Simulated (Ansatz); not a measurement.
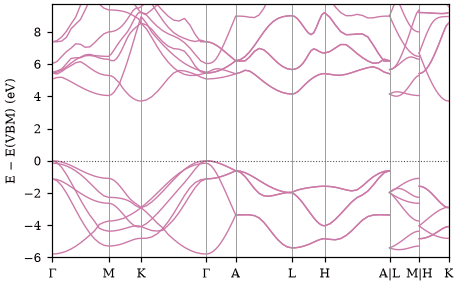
Fig. 1. Band structure from PBE (plane waves, PAW; program Ansatz)

Question: Read off the gap and where the band edges lie.

Answer: About 3.7 eV (3.71 eV by a search for the band edges); maximum at Γ, minimum at K.

The material is BeS (wurtzite, P6_3mc).

The cell is a constructed one: a structure type filled with these elements; neither database checked (COD, Materials Project) lists it. COD files the formula under space group No. 216, so this cell is another polymorph or a model. Whether it is the stable phase at ambient conditions was not checked. The cell was relaxed with PBE under the symmetry of its start; its stability against distortions is not shown here.

Potentials: the later of the program's two PAW sets.
